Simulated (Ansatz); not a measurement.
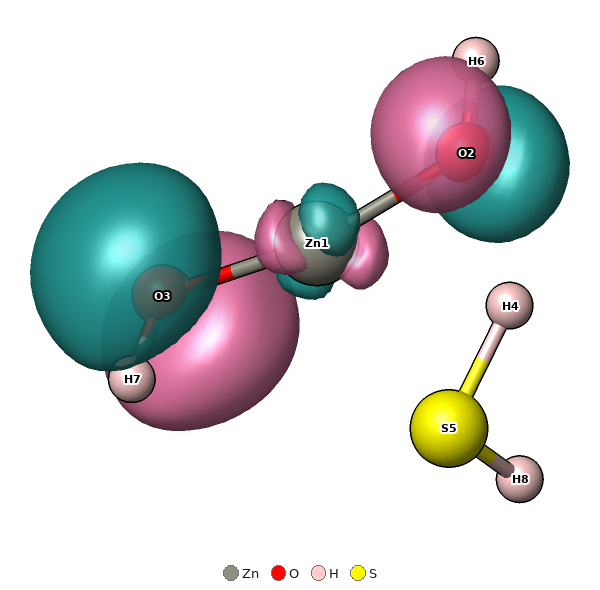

*H$_{2}$O$_{2}$Zn···H$_{2}$S. The HOMO at ±0.1 Å⁻³ᐟ² (teal and pink are the two phases), seen at a tilt.*

Level of theory: RKS B3LYP-D4/def2-SVP in Ansatz.

Input

```
crystal:
  periodic: [false, false, false]
  atoms:
    - { symbol: Zn, position_ang: [-0.454269, -0.712586, -0.957054] }
    - { symbol: O, position_ang: [0.237931, -1.673731, 0.460964] }
    - { symbol: O, position_ang: [-1.241766, 0.090898, -2.323453] }
    - { symbol: H, position_ang: [0.922121, 0.227637, 1.487052] }
    - { symbol: S, position_ang: [0.912559, 1.584753, 1.401063] }
    - { symbol: H, position_ang: [0.970863, -2.238187, 0.176651] }
    - { symbol: H, position_ang: [-1.10161, 1.047122, -2.337465] }
    - { symbol: H, position_ang: [-0.245827, 1.673991, 2.092343] }
basis:
  gaussian: { orbitals: def2-SVP }
hamiltonian:
  xc: b3lyp
  dispersion: d4
relax:
  f_tol: 0.03
  max_steps: 50
output:
  orbitals: {}
```

Command:

```sh
ansatz run input.yaml --threads 2 --pin off --max-ram 3072MiB --backend cpu --events-out ev --progress --plain --runs-dir out
```

The fields are those of the relaxed geometry.

### What is the character of this orbital?

Its weight (Hirshfeld) is mainly on O3 (about 70 %), O2 (about 15 %) and Zn1 (about 10 %); largely a lone pair of O3. Its energy is −6.90 eV.
